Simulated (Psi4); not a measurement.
# One shape, several levels: CH2BNO (BH2(NCO))

Aim: a comparison of 4 runs (B3LYP/6-31G*, B97-1/def2-SVP, BP86-D2/6-311+G**, BP86/6-311+G**) of CH2BNO (BH2(NCO)). 

The calculation is run with Psi4 1.11.

8 further runs of the same task are left out: 4 that didn't finish, 4 set aside as unsound or not needed.

### Step 1. The molecule

CH2BNO: 6 atoms, total charge 0, spin state singlet. SMILES: `[H]B([H])N=C=O`. The coordinates come from a GFN2-xTB relaxation.

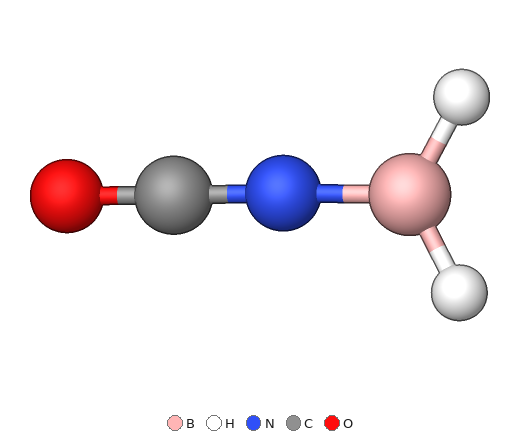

Viewed from a chosen angle; boron pink, hydrogen white, nitrogen blue, carbon grey, oxygen red.

### Step 2. A single-point energy at B3LYP/6-31G(d) (Cartesian functions) (run 1)

Input file calc.in:

```
memory 1.6 GB

molecule {
  0 1
  B      1.03725177     1.79121470     0.00090707
  H      3.24333695     1.70041336     0.11737089
  H     -0.09703744     3.68742259    -0.06727425
  N     -0.30239397    -0.45623658    -0.05986652
  C     -1.39733909    -2.41401174    -0.01850042
  O     -2.48383712    -4.30880233     0.02734434
  units au
  symmetry c1
}

set globals {
  puream false
  e_convergence 1e-09
  d_convergence 1e-08
  scf_type pk
  dft_radial_points 99
  dft_spherical_points 590
}

result, w = energy("b3lyp/6-31G*", return_wfn=True)
oeprop(w, "LOWDIN_CHARGES", "WIBERG_LOWDIN_INDICES", "DIPOLE", title="B3LYP")
```

Command:

```console
$ psi4 -n 1 calc.in calc.out
```

calc.out:

```text
[...]
  Running in c1 symmetry.
[...]
  Nuclear repulsion =   90.568182209915250
[...]
  Multiplicity = 1
[...]
  Nalpha       = 14
  Nbeta        = 14
[...]
    Number of basis functions: 64
[...]
   @RKS iter   1:  -193.96096840478089   -3.32522e-01   1.08390e-02 ADIIS/DIIS
[...]
   @RKS iter  11:  -194.15648943220810   -7.10543e-13   3.52870e-09 DIIS
[...]
  @RKS Final Energy:  -194.15648943220810
   => Energetics <=
    Nuclear Repulsion Energy =             90.5681822099152498
    One-Electron Energy =                -441.6590457514914760
    Two-Electron Energy =                 177.7589662303940372
    DFT Exchange-Correlation Energy =     -20.8245921210258835
    Empirical Dispersion Energy =           0.0000000000000000
    VV10 Nonlocal Energy =                  0.0000000000000000
    Total Energy =                       -194.1564894322081045
[...]
 Multipole Moments:
 ------------------------------------------------------------------------------------
     Multipole            Electronic (a.u.)      Nuclear  (a.u.)        Total (a.u.)
 ------------------------------------------------------------------------------------
 L = 1.  Multiply by 2.5417464519 to convert [e a0] to [Debye]
 Dipole X            :         -1.2583371            1.4412050            0.1828679
 Dipole Y            :         -2.1588098            2.4611697            0.3023599
 Dipole Z            :         -0.0324723            0.0295501           -0.0029221
 Magnitude           :                                                    0.3533705
[...]
```

Wall time 14 s (1 thread of Intel Xeon Platinum 8259CL at 2.50GHz (Skylake/Cascade Lake), shared host); peak memory 0.78 GiB.

### Step 3. The energy at B97-1/def2-SVP (density fitting) (run 2)

Input file input.in:

```
memory 1600 mb

molecule molecule1 {
  0 1
  B
  H 1 1.170023
  H 1 1.169813 2 123.28563
  N 1 1.384927 3 118.245 2 -179.99047
  C 4 1.187234 3 153.60421 1 174.80102
  O 5 1.156081 2 161.2306 1 -175.59766
}

set basis def2-SVP
set scf_type mem_df

E = energy("b97-1")
```

Command:

```console
$ psi4 input.in input.out -n 1
```

input.out:

```text
[...]
  Running in c1 symmetry.
[...]
  Nuclear repulsion =   90.568163381768414
[...]
  Multiplicity = 1
[...]
  Nalpha       = 14
  Nbeta        = 14
[...]
    Number of basis functions: 66
[...]
   @DF-RKS iter   1:  -193.76530167979800   -3.51519e-01   1.00213e-02 ADIIS/DIIS
[...]
   @DF-RKS iter   9:  -193.95568984213111   -2.22155e-09   2.06000e-07 DIIS
[...]
  @DF-RKS Final Energy:  -193.95568984213111
   => Energetics <=
    Nuclear Repulsion Energy =             90.5681633817684144
    One-Electron Energy =                -441.3290287924231734
    Two-Electron Energy =                 177.3089455710665163
    DFT Exchange-Correlation Energy =     -20.5037700025428364
    Empirical Dispersion Energy =           0.0000000000000000
    VV10 Nonlocal Energy =                  0.0000000000000000
    Total Energy =                       -193.9556898421311075
[...]
 Multipole Moments:
 ------------------------------------------------------------------------------------
     Multipole            Electronic (a.u.)      Nuclear  (a.u.)        Total (a.u.)
 ------------------------------------------------------------------------------------
 L = 1.  Multiply by 2.5417464519 to convert [e a0] to [Debye]
 Dipole X            :         -0.0248652            0.0351742            0.0103090
 Dipole Y            :         -2.2407888            2.5184456            0.2776569
 Dipole Z            :         -1.1851212            1.3384691            0.1533479
 Magnitude           :                                                    0.3173566
[...]
```

It took 6.6 s on 1 thread of Intel Xeon Platinum 8259CL at 2.50GHz (Skylake/Cascade Lake), shared host; peak memory 0.42 GiB.

### Step 4. The energy at BP86-D2/6-311+G(d,p) (density fitting) (run 3)

Input file ch2bno.sdf:

```

     RDKit          3D

  6  5  0  0  0  0  0  0  0  0999 V2000
    0.5489    0.9479    0.0005 B   0  0  0  0  0  0  0  0  0  0  0  0
    1.7163    0.8998    0.0621 H   0  0  0  0  0  0  0  0  0  0  0  0
   -0.0513    1.9513   -0.0356 H   0  0  0  0  0  0  0  0  0  0  0  0
   -0.1600   -0.2414   -0.0317 N   0  0  0  0  0  0  0  0  0  0  0  0
   -0.7394   -1.2774   -0.0098 C   0  0  0  0  0  0  0  0  0  0  0  0
   -1.3144   -2.2801    0.0145 O   0  0  0  0  0  0  0  0  0  0  0  0
  2  1  1  0
  3  1  1  0
  4  1  1  0
  5  4  2  0
  6  5  2  0
M  END
$$$$
```

Input file run.py:

```python
import psi4
from rdkit import Chem

psi4.set_memory('1600 MB')
psi4.set_num_threads(1)
psi4.core.set_output_file('output.dat', False)

rd = Chem.SDMolSupplier('ch2bno.sdf', removeHs=False, sanitize=False)[0]
xyz = rd.GetConformer().GetPositions()
atoms = '\n'.join(f'{a.GetSymbol()} {x:.4f} {y:.4f} {z:.4f}' for a, (x, y, z) in zip(rd.GetAtoms(), xyz))
mol = psi4.geometry('0 1\n' + atoms + '')

psi4.set_options({
    'basis': '6-311+G**',
    'reference': 'rks',
})

e_tot, wfn = psi4.energy('bp86-d2', molecule=mol, return_wfn=True)
print(f'total energy {e_tot:.8f} hartree = {e_tot * 27.211386:.5f} eV')
```

Command:

```console
$ python run.py
```

output.dat:

```text
[...]
  Running in c1 symmetry.
[...]
  Nuclear repulsion =   90.567791052525067
[...]
  Multiplicity = 1
[...]
  Nalpha       = 14
  Nbeta        = 14
[...]
    Number of basis functions: 100
[...]
   @DF-RKS iter   1:  -193.82533306619845   -2.00306e-01   9.55181e-03 DIIS/ADIIS
[...]
   @DF-RKS iter  10:  -194.20911024708886   -2.82679e-08   2.50745e-07 DIIS
[...]
  @DF-RKS Final Energy:  -194.20911024708886
   => Energetics <=
    Nuclear Repulsion Energy =             90.5677910525250667
    One-Electron Energy =                -441.6637918047480298
    Two-Electron Energy =                 182.6547864168790625
    DFT Exchange-Correlation Energy =     -25.7660186374881732
    Empirical Dispersion Energy =          -0.0018772742567891
    VV10 Nonlocal Energy =                  0.0000000000000000
    Total Energy =                       -194.2091102470888586
[...]
 Multipole Moments:
 ------------------------------------------------------------------------------------
     Multipole            Electronic (a.u.)      Nuclear  (a.u.)        Total (a.u.)
 ------------------------------------------------------------------------------------
 L = 1.  Multiply by 2.5417464519 to convert [e a0] to [Debye]
 Dipole X            :         -1.2475252            1.4412295            0.1937043
 Dipole Y            :         -2.1400818            2.4610967            0.3210149
 Dipole Z            :         -0.0310498            0.0295170           -0.0015328
 Magnitude           :                                                    0.3749324
[...]
```

Standard output:

```text
total energy -194.20911025 hartree = -5284.69906 eV
```

Run time: 7.8 s. Hardware: 1 thread of Intel Xeon Platinum 8259CL at 2.50GHz (Skylake/Cascade Lake), shared host; peak memory 0.59 GiB.

### Step 5. A single-point energy at BP86/6-311+G(d,p) (density fitting) (run 4)

Input file ch2bno.in:

```
memory 1600 mb

molecule {
  0 1
  B      0.548890     0.947870     0.000480
  H      1.716300     0.899820     0.062110
  H     -0.051350     1.951300    -0.035600
  N     -0.160020    -0.241430    -0.031680
  C     -0.739440    -1.277440    -0.009790
  O     -1.314390    -2.280120     0.014470
}

set {
  reference rks
}

e, wfn = energy("bp86/6-311+G**", return_wfn=True)
print_variables()
```

Command:

```console
$ psi4 ch2bno.in ch2bno.out -n 1
```

ch2bno.out:

```text
[...]
  Running in c1 symmetry.
[...]
  Nuclear repulsion =   90.568182142461907
[...]
  Multiplicity = 1
[...]
  Nalpha       = 14
  Nbeta        = 14
[...]
    Number of basis functions: 100
[...]
   @DF-RKS iter   1:  -193.82345069701901   -2.00271e-01   9.55187e-03 DIIS/ADIIS
[...]
   @DF-RKS iter  10:  -194.20723224881556   -2.72286e-08   2.50680e-07 DIIS
[...]
  @DF-RKS Final Energy:  -194.20723224881556
   => Energetics <=
    Nuclear Repulsion Energy =             90.5681821424619073
    One-Electron Energy =                -441.6645108183390107
    Two-Electron Energy =                 182.6551201349809901
    DFT Exchange-Correlation Energy =     -25.7660237079194587
    Empirical Dispersion Energy =           0.0000000000000000
    VV10 Nonlocal Energy =                  0.0000000000000000
    Total Energy =                       -194.2072322488155578
[...]
 Multipole Moments:
 ------------------------------------------------------------------------------------
     Multipole            Electronic (a.u.)      Nuclear  (a.u.)        Total (a.u.)
 ------------------------------------------------------------------------------------
 L = 1.  Multiply by 2.5417464519 to convert [e a0] to [Debye]
 Dipole X            :         -1.2475924            1.4412050            0.1936126
 Dipole Y            :         -2.1403382            2.4611697            0.3208315
 Dipole Z            :         -0.0310866            0.0295501           -0.0015364
 Magnitude           :                                                    0.3747280
[...]
```

It took 8.1 s on 1 thread of Intel Xeon Platinum 8259CL at 2.50GHz (Skylake/Cascade Lake), shared host; peak memory 0.56 GiB.

### Step 6. All runs side by side

| run | level | integrals | integral approximation | energy (Eh) | dipole moment (D) | HOMO energy (eV) | LUMO energy (eV) | wall time |
| --- | --- | --- | --- | --- | --- | --- | --- | --- |
| 1 | B3LYP/6-31G* (Cartesian functions) | pk | none | -194.156489 | 0.90 | -7.84 | -1.77 | 14 s |
| 2 | B97-1/def2-SVP (density fitting) | mem_df | program's default | -193.955690 | 0.81 | -7.93 | -1.85 | 6.6 s |
| 3 | BP86-D2/6-311+G** (density fitting) | df | program's default | -194.209110 | 0.95 | -7.09 | -2.98 | 7.8 s |
| 4 | BP86/6-311+G** (density fitting) | df | program's default | -194.207232 | 0.95 | -7.09 | -2.98 | 8.1 s |

### Step 7. What came out

```
            quantity          value
 run 4: total energy  -194.20723 Eh
run 4: dipole moment         0.95 D
  run 4: HOMO energy       -7.09 eV
  run 4: LUMO energy       -2.98 eV
run 4: HOMO–LUMO gap        4.11 eV
```

What this shows: The dipole moment (its size) runs from 0.81 D (B97-1/def2-SVP) to 0.95 D (BP86-D2/6-311+G**). The two ends differ in method and basis. The HOMO–LUMO gap runs from 4.11 eV (BP86-D2/6-311+G**) to 6.09 eV (B97-1/def2-SVP). Totals of different functionals can't be ranked against each other. All runs together took 36 s, the longest 14 s.
